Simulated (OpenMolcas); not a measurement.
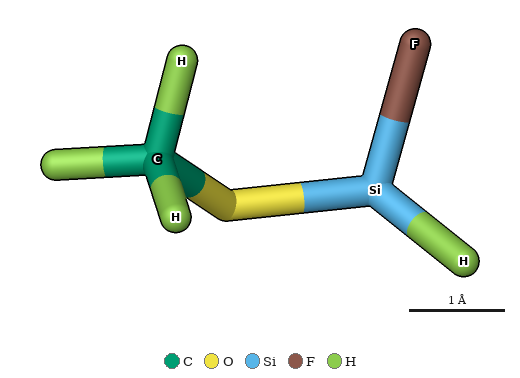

Figure 1. The input geometry (stick view, seen at a tilt). Bond lengths as drawn: C–H 1.09 Å, C–O 1.41 Å, F–Si 1.63 Å, H–Si 1.45 Å and O–Si 1.61 Å.

# Run report: CH$_{4}$FOSi, excited-state calculation (part 1 of 4)

System: CH$_{4}$FOSi, multiplicity 4, SMILES CO[SiH]F.
Method: NEVPT2/ANO-RCC-VDZ, DKH2 (OpenMolcas 26.06).

The geometry is that of the parent species in another charge or spin state. The geometry comes from this level: GFN2-xTB.

## Input file
```
&GATEWAY
 Coord
 8
 angstrom
 C       -0.205070       1.106260      -0.148200
 O       -0.688210      -0.172580      -0.493020
 Si      -0.102540      -1.625600      -0.127960
 F        1.515710      -1.566380      -0.285820
 H       -0.684010       1.829070      -0.807850
 H        0.877650       1.160530      -0.269920
 H       -0.461460       1.334190       0.888470
 H       -0.252060      -2.065480       1.244310
 Basis=ANO-RCC-VDZ
 Group=NoSym

&SEWARD

&RASSCF
 FileOrb=$CurrDir/step2.RasOrb
 Spin=4
 Nactel=5 0 0
 Inactive=18
 Ras2=5
 CIRoot=5 5 1
 OrbListing=Nothing
 OrbAppear=Compact

&CASPT2
 SC-NEVPT2
 Multistate=all
```

Machine: 1 thread of Intel Xeon (Granite Rapids), 64 GiB of memory available, shared host.

Launch command:
```bash
export MOLCAS_MEM=1860
pymolcas step10.inp > step10.log
```

## What the program printed
```
--- Start Module: gateway ---

                                              &GATEWAY

                       available to each process: 1.9 GB of memory, 1 thread

++    Symmetry information:
      ---------------------

                    Character Table for C1

                             E
                    a        1  x, y, xy, Rz, z, xz, Ry, yz, Rx, I
--

++    Basis set information:
      ----------------------

      Basis set label: C.ANO-RCC...3S2P.

      Electronic valence basis set:
      ------------------
      Associated Effective Charge   6.000000 au
      Associated Actual Charge      6.000000 au
      Nuclear Model: Point charge

      Shell  nPrim  nBasis  Cartesian Spherical Contaminant
         s      14       3        X
         p       9       2        X

      Basis set label: O.ANO-RCC...3S2P.

      Electronic valence basis set:
      ------------------
      Associated Effective Charge   8.000000 au
      Associated Actual Charge      8.000000 au
      Nuclear Model: Point charge

      Shell  nPrim  nBasis  Cartesian Spherical Contaminant
         s      14       3        X
         p       9       2        X

      Basis set label: SI.ANO-RCC...4S3P.

      Electronic valence basis set:
      ------------------
      Associated Effective Charge  14.000000 au
      Associated Actual Charge     14.000000 au
      Nuclear Model: Point charge

      Shell  nPrim  nBasis  Cartesian Spherical Contaminant
         s      17       4        X
         p      12       3        X

      Basis set label: F.ANO-RCC...3S2P.

      Electronic valence basis set:
      ------------------
      Associated Effective Charge   9.000000 au
      Associated Actual Charge      9.000000 au
      Nuclear Model: Point charge

      Shell  nPrim  nBasis  Cartesian Spherical Contaminant
         s      14       3        X
         p       9       2        X

      Basis set label: H.ANO-RCC...2S.

      Electronic valence basis set:
      ------------------
      Associated Effective Charge   1.000000 au
      Associated Actual Charge      1.000000 au
      Nuclear Model: Point charge

      Shell  nPrim  nBasis  Cartesian Spherical Contaminant
         s       8       2        X
--

++    Molecular structure info:
      -------------------------

                    ************************************************
                    **** Cartesian Coordinates / bohr, angstrom ****
                    ************************************************

     Center  Label                x              y              z                     x              y              z
        1      C1              -0.387526       2.090528      -0.280057             -0.205070       1.106260      -0.148200
        2      O2              -1.300528      -0.326129      -0.931673             -0.688210      -0.172580      -0.493020
        3      SI3             -0.193773      -3.071939      -0.241809             -0.102540      -1.625600      -0.127960
        4      F4               2.864277      -2.960029      -0.540122              1.515710      -1.566380      -0.285820
        5      H5              -1.292592       3.456441      -1.526615             -0.684010       1.829070      -0.807850
        6      H6               1.658518       2.193084      -0.510075              0.877650       1.160530      -0.269920
        7      H7              -0.872033       2.521254       1.678965             -0.461460       1.334190       0.888470
        8      H8              -0.476324      -3.903192       2.351405             -0.252060      -2.065480       1.244310

                    ***************************************
                    *    InterNuclear Distances / bohr    *
                    ***************************************

               1 C1            2 O2            3 SI3           4 F4            5 H5            6 H6
    1 C1       0.000000
    2 O2       2.664284        0.000000
    3 SI3      5.166243        3.039785        0.000000
    4 F4       6.012486        4.943313        3.074602        0.000000
    5 H5       2.058827        3.829081        6.743729        7.708685        0.000000
    6 H6       2.061486        3.908981        5.587791        5.292384        3.367265        0.000000
    7 H7       2.063502        3.886724        5.952580        6.994914        3.365589        3.362035
    8 H8       6.546538        4.924763        2.737805        4.517754        8.358800        7.064715

               7 H7            8 H8
    7 H7       0.000000
    8 H8       6.471650        0.000000

                    *******************************************
                    *    InterNuclear Distances / angstrom    *
                    *******************************************

               1 C1            2 O2            3 SI3           4 F4            5 H5            6 H6
    1 C1       0.000000
    2 O2       1.409878        0.000000
    3 SI3      2.733858        1.608585        0.000000
    4 F4       3.181671        2.615889        1.627009        0.000000
    5 H5       1.089484        2.026262        3.568628        4.079260        0.000000
    6 H6       1.090891        2.068544        2.956932        2.800609        1.781880        0.000000
    7 H7       1.091958        2.056766        3.149970        3.701549        1.780993        1.779112
    8 H8       3.464279        2.606072        1.448784        2.390692        4.423286        3.738486

               7 H7            8 H8
    7 H7       0.000000
    8 H8       3.424650        0.000000

                    **************************************
                    *    Valence Bond Angles / degree    *
                    **************************************
                          Atom centers                 Phi
                      2 O2       1 C1       5 H5       107.64
                      2 O2       1 C1       6 H6       110.97
                      2 O2       1 C1       7 H7       109.94
                      5 H5       1 C1       6 H6       109.62
                      5 H5       1 C1       7 H7       109.46
                      6 H6       1 C1       7 H7       109.18
--

            Nuclear Potential Energy            172.61620556 au

--- Stop Module: gateway /rc=_RC_ALL_IS_WELL_ ---

--- Start Module: seward ---

                                              &SEWARD

                       available to each process: 1.9 GB of memory, 1 thread

               SEWARD will generate:
                  Multipole Moment integrals up to order  2
                  Kinetic Energy integrals
                  Nuclear Attraction integrals (point charge)
                  One-Electron Hamiltonian integrals
                  Velocity integrals
                  Relativistic Douglas-Kroll-Hess integrals:
                    - Parametrization         : EXP
                    - DKH order of Hamiltonian: 2
                    - DKH order of Properties : 0
                         - multipole moment operators
                         - electric potential operators
                         - contact operators
                  Orbital angular momentum around (  0.2855  -1.4937  -0.4213 )
                  Velocity quadrupole around (  0.2855  -1.4937  -0.4213 )
                  Atomic mean-field integrals
                  Two-Electron Repulsion integrals

                   Integrals are discarded if absolute value <: 1.00E-14
                   Integral cutoff threshold is set to       <: 1.00E-16

            Nuclear Potential Energy            172.61620556 au

      Basis set specifications :
      Symmetry species         a
      Basis functions           48

--- Stop Module: seward /rc=_RC_ALL_IS_WELL_ ---
--- Module seward spent 1 second ---

--- Start Module: rasscf ---

                                              &RASSCF

                       available to each process: 1.9 GB of memory, 1 thread

      Header of the ONEINT file:
      --------------------------

      OrdInt status: non-squared

      Cartesian coordinates in angstrom:
      -----------------------------------------------------
      No.  Label        X            Y            Z
      -----------------------------------------------------
       1   C1        -0.20507000   1.10626000  -0.14820000
       2   O2        -0.68821000  -0.17258000  -0.49302000
       3   SI3       -0.10254000  -1.62560000  -0.12796000
       4   F4         1.51571000  -1.56638000  -0.28582000
       5   H5        -0.68401000   1.82907000  -0.80785000
       6   H6         0.87765000   1.16053000  -0.26992000
       7   H7        -0.46146000   1.33419000   0.88847000
       8   H8        -0.25206000  -2.06548000   1.24431000
      -----------------------------------------------------
      Nuclear repulsion energy =  172.61620556

++    Wave function specifications:
      -----------------------------

      Number of closed shell electrons          36
      Number of electrons in active shells       5
      Max number of holes in RAS1 space          0
      Max nr of electrons in RAS3 space          0
      Number of inactive orbitals               18
      Number of active orbitals                  5
      Number of secondary orbitals              25
      Spin quantum number                      1.5
      State symmetry                             1
--

++    Orbital specifications:
      -----------------------

      Symmetry species                           1
                                                 a
      Frozen orbitals                            0
      Inactive orbitals                         18
      Active orbitals                            5
      RAS1 orbitals                              0
      RAS2 orbitals                              5
      RAS3 orbitals                              0
      Secondary orbitals                        25
      Deleted orbitals                           0
      Number of basis functions                 48
--

++    CI expansion specifications:
      ----------------------------

      Number of CSFs                            24
      Number of determinants                    25
      Number of root(s) required                 5
      Root chosen for geometry opt.              5
      CI roots used                              1     2     3     4     5
      weights                                0.200 0.200 0.200 0.200 0.200
      highest root included in the CI            5
      max. size of the explicit Hamiltonian     24
--

++    Optimization specifications:
      ----------------------------

      RASSCF algorithm: Conventional
      Maximum number of macro iterations       200
      Maximum number of SX iterations          100
      Threshold for RASSCF energy            1.000E-08
      Threshold for max MO rotation          1.000E-01
      Threshold for max BLB element          1.000E-04
      Level shift parameter                  5.000E-01
      Make Quasi-Newton update
--

      The MO-coefficients are taken from the file:
      step2.RasOrb
      Title: RASSCF average (pseudo-natural) orbitals

      Total molecular charge    0.00

      ************************************************************************************************************************
      *                                            Wave function control section                                             *
      ************************************************************************************************************************

                                         RASSCF iterations: Energy and convergence statistics
                                         ----------------------------------------------------

          iter iter root      energy       change     param      element    value   shift minimum  type update hh:mm:ss
 Nr of preliminary CI iterations:   1
        1   1   60    0  -503.79087073    0.00E+00  -2.07E-02   10  47 1  5.97E-02*  0.55   0.00    SX    NO    0:00:00
        2   1   12    0  -503.81056302   -1.97E-02*  2.29E-02   10  47 1 -2.40E-02*  0.48   0.00    SX    NO    0:00:00
        3   1    8    0  -503.81454005   -3.98E-03*  1.99E-02   12  21 1 -7.76E-03*  0.49   0.00    SX    NO    0:00:00
        4   1    8    0  -503.81613811   -1.60E-03*  1.95E-02   23  24 1 -6.07E-03*  0.49   0.00    SX    NO    0:00:00
        5   1    8    0  -503.81696041   -8.22E-04*  2.64E-02   23  24 1 -5.72E-03*  0.49   2.50    LS   YES    0:00:00
        6   1    8    0  -503.81768394   -7.24E-04*  2.56E-02   23  24 1 -5.23E-03*  0.50   2.07    LS   YES    0:00:00
        7   1    8    0  -503.81794644   -2.62E-04*  2.50E-02   10  47 1  6.36E-03*  0.50   1.10    QN   YES    0:00:00
        8   1    8    0  -503.81829423   -3.48E-04*  5.76E-02   23  24 1 -4.39E-03*  0.49   2.17    QN   YES    0:00:00
        9   1    8    0  -503.81878110   -4.87E-04*  4.46E-02   10  47 1 -3.40E-03*  0.49   1.86    LS   YES    0:00:00
       10   1    8    0  -503.81891519   -1.34E-04*  2.44E-02   10  47 1 -6.52E-03*  0.48   1.14    QN   YES    0:00:00
       11   1    7    0  -503.81911044   -1.95E-04*  3.40E-02   10  47 1 -3.62E-03*  0.49   2.50    LS   YES    0:00:00
       12   1    7    0  -503.81924608   -1.36E-04* -2.11E-02   12  21 1 -1.42E-03*  0.49   1.36    QN   YES    0:00:00
       13   1    7    0  -503.81934998   -1.04E-04* -2.67E-02   10  47 1  1.21E-03*  0.49   2.35    LS   YES    0:00:00
       14   1    7    0  -503.81940112   -5.11E-05*  8.10E-03    9  48 1 -2.66E-03*  0.49   1.07    QN   YES    0:00:00
       15   1    7    0  -503.81944770   -4.66E-05*  7.40E-03   10  47 1  1.12E-03*  0.49   1.93    LS   YES    0:00:00
       16   1    7    0  -503.81946218   -1.45E-05* -2.56E-03    9  48 1  1.31E-03*  0.48   1.04    QN   YES    0:00:00
       17   1    6    0  -503.81947448   -1.23E-05* -2.43E-03   23  25 1  5.26E-04*  0.49   1.96    LS   YES    0:00:00
       18   1    6    0  -503.81947832   -3.84E-06* -2.45E-03   10  47 1 -9.12E-04*  0.49   1.00    QN   YES    0:00:00
       19   1    6    0  -503.81948321   -4.89E-06* -3.17E-03   23  25 1  3.41E-04*  0.49   1.60    QN   YES    0:00:00
       20   1    6    0  -503.81948633   -3.12E-06* -3.59E-03   10  47 1  2.55E-04*  0.49   1.78    QN   YES    0:00:00
       21   1    6    0  -503.81948865   -2.32E-06*  2.48E-03   10  47 1  3.12E-04*  0.49   1.60    QN   YES    0:00:00
       22   1    6    0  -503.81948990   -1.24E-06* -1.15E-03   10  47 1  1.51E-04*  0.49   1.57    QN   YES    0:00:00
       23   1    5    0  -503.81949047   -5.75E-07*  4.25E-04   15  28 1  7.86E-05   0.49   1.47    QN   YES    0:00:00
       24   1    5    0  -503.81949069   -2.15E-07*  3.04E-04   10  47 1 -5.34E-05   0.49   1.51    QN   YES    0:00:00
       25   1    5    0  -503.81949078   -9.27E-08*  2.11E-04   10  47 1 -3.73E-05   0.49   1.56    QN   YES    0:00:00
       26   1    5    0  -503.81949083   -4.55E-08* -1.94E-04   22  25 1 -2.24E-05   0.49   1.57    QN   YES    0:00:00
       27   1    5    0  -503.81949085   -2.18E-08* -1.48E-04   15  28 1 -1.72E-05   0.49   1.53    QN   YES    0:00:00
       28   1    4    0  -503.81949086   -9.37E-09  -9.82E-05   10  47 1  1.05E-05   0.49   1.51    QN   YES    0:00:00
      Convergence after 28 iterations
       29   1    4    0  -503.81949086   -3.98E-09  -9.82E-05   22  25 1 -6.13E-06   0.49   1.51    QN   YES    0:00:00

      ************************************************************************************************************************
                                                      Wave function printout:
                       occupation of active orbitals, and spin coupling of open shells (u,d: Spin up or down)
      ************************************************************************************************************************

      Note: transformation to natural orbitals
      has been made, which may change the order of the CSFs.

      printout of CI-coefficients larger than  0.05 for root  1
      energy=    -503.884615
      conf/sym  11111     Coeff  Weight
             1  2uuu0   0.48658 0.23676
             2  2uu0u   0.85780 0.73582
             3  u2uu0  -0.06395 0.00409
             4  u2u0u  -0.15165 0.02300

      printout of CI-coefficients larger than  0.05 for root  2
      energy=    -503.869887
      conf/sym  11111     Coeff  Weight
             1  2uuu0   0.86974 0.75645
             2  2uu0u  -0.47677 0.22731
             3  u2uu0  -0.05087 0.00259
             4  u2u0u   0.11548 0.01334

      printout of CI-coefficients larger than  0.05 for root  3
      energy=    -503.861747
      conf/sym  11111     Coeff  Weight
             2  2uu0u  -0.18521 0.03430
             3  u2uu0  -0.39919 0.15935
             4  u2u0u  -0.89772 0.80591

      printout of CI-coefficients larger than  0.05 for root  4
      energy=    -503.846581
      conf/sym  11111     Coeff  Weight
             1  2uuu0  -0.07985 0.00638
             3  u2uu0  -0.91309 0.83373
             4  u2u0u   0.39661 0.15730

      printout of CI-coefficients larger than  0.05 for root  5
      energy=    -503.634624
      conf/sym  11111     Coeff  Weight
             7  2u0uu   0.99934 0.99868

      Natural orbitals and occupation numbers for root  1
      sym 1:   1.999500   1.000408   1.000001   0.000459   0.999632

      Natural orbitals and occupation numbers for root  2
      sym 1:   1.993975   1.005868   0.999967   0.994136   0.006053

      Natural orbitals and occupation numbers for root  3
      sym 1:   1.004883   1.994901   0.999997   0.005078   0.995141

      Natural orbitals and occupation numbers for root  4
      sym 1:   1.000151   1.999664   0.999985   0.999828   0.000372

      Natural orbitals and occupation numbers for root  5
      sym 1:   1.999234   1.000162   0.000927   0.999692   0.999984
```
